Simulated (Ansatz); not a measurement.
**FH5OSi2: density, localisation and related maps**

Input

```
crystal:
  periodic: [false, false, false]
  atoms:
    - {symbol: Si, position_ang: [-0.452476, -0.637404, -0.434405]}
    - {symbol: F, position_ang: [0.381719, -1.968322, -0.756588]}
    - {symbol: O, position_ang: [-1.478905, -0.903320, 0.811724]}
    - {symbol: H, position_ang: [-2.246774, -1.459264, 0.668268]}
    - {symbol: H, position_ang: [-1.209793, -0.345874, -1.681678]}
    - {symbol: Si, position_ang: [1.016354, 1.052576, 0.243445]}
    - {symbol: H, position_ang: [0.255538, 2.312164, 0.458209]}
    - {symbol: H, position_ang: [1.698662, 0.666799, 1.506031]}
    - {symbol: H, position_ang: [2.035574, 1.282644, -0.815007]}
basis:
  gaussian: {orbitals: def2-TZVPP}
hamiltonian: {xc: pbe0, dispersion: d4}
output: {orbitals: {seedname: orbitals}}
```

Command:

```sh
ansatz run in.yaml --threads 4 --pin off --events-out ev --progress --plain --max-ram 9574MiB
```

The reactant side of a reaction path; geometry: PBE0-D4/def2-TZVP; a saddle point, not a minimum.

These are results of RKS PBE0-D4/def2-TZVPP in Ansatz 0.2.0, not measurements.

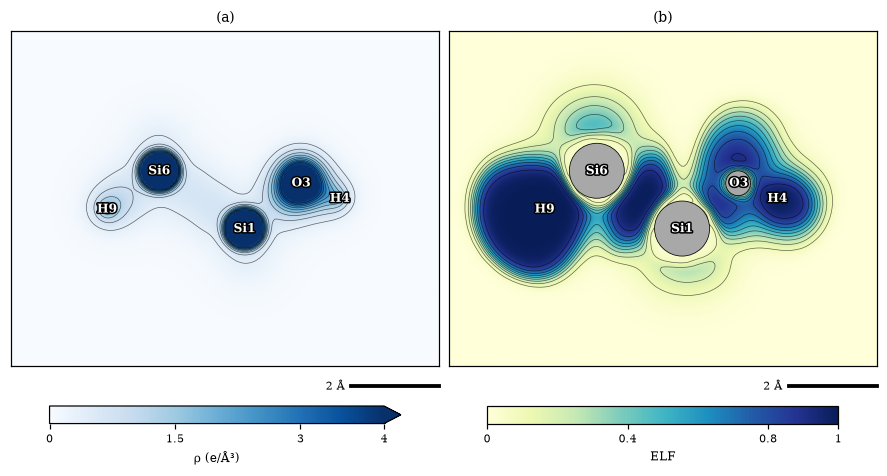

Figure 1. (a) total electron density; (b) ELF on the plane of atoms O3, Si1 and Si6. Grey discs cover the atomic cores in the ELF map.

What do the fields say about this system?

- Atoms in the plane: Si, O and H.
- Si–O (1.64 Å): ρ at the midpoint is about 1.2 e/Å³; the ELF peaks at about 0.85 between the atoms: a shared but strongly polarised pair.
- Si–Si (2.34 Å): the density is about 0.67 e/Å³ at the midpoint; the ELF peaks at about 1 between the atoms (a shared electron pair).
- O–H (0.96 Å): the density is about 3.8 e/Å³ at the midpoint; the ELF climbs to about 1 towards the hydrogen, as it does in any bond to H; a covalent bond by its length.
- Si–H (1.49 Å): ρ is about 0.8 e/Å³ halfway; the ELF climbs to about 1 towards the hydrogen.
- The ELF also peaks beside O3, away from the bonds: lone-pair regions.

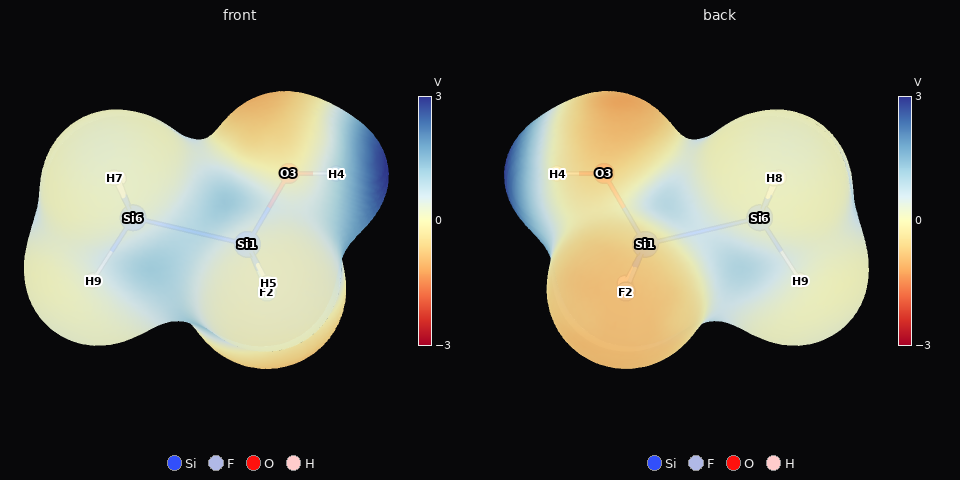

Figure 2. The molecular electrostatic potential painted on the density surface at 0.002 e/bohr³, seen from the front and from behind; red is negative and blue positive.

Which sites attract a positive test charge, and which a negative one?

A positive charge is drawn to the negative regions and a negative charge to the positive ones. The most negative region (about −1.1 V) lies over O3, the most positive (about +2.9 V) over H4. O3 is the likeliest acceptor of a hydrogen bond.

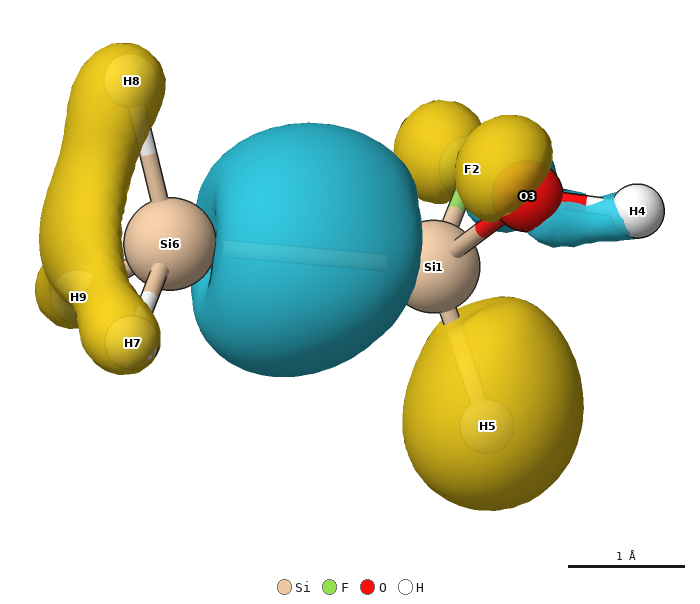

Figure 3. One frontier orbital at ±0.15 Å⁻³ᐟ² (yellow and cyan are the two phases), seen from one side.

Which orbital is it: HOMO or LUMO?

The HOMO, at −8.30 eV. It lies mainly on Si6 (about 35 %), Si1 (about 30 %), H5 (about 15 %) and F2 (about 5 %).

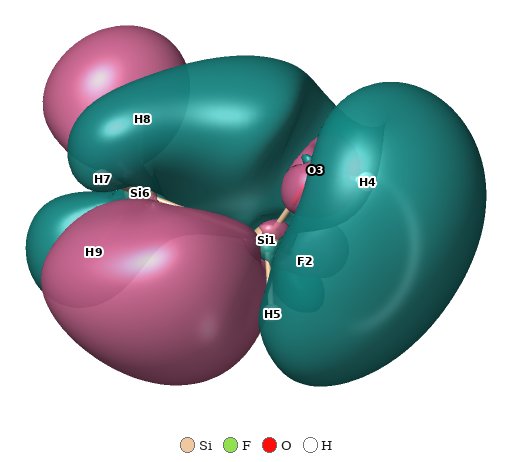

Figure 4. The LUMO at ±0.04 Å⁻³ᐟ² (teal and pink are the two phases), seen at a tilt.

What is the character of this orbital?

It lies mainly on Si1 (about 35 %), Si6 (about 25 %), H4 (about 10 %), O3 (about 5 %) and H8 (about 5 %); π-bonding across Si1–Si6. Its energy is −0.25 eV.
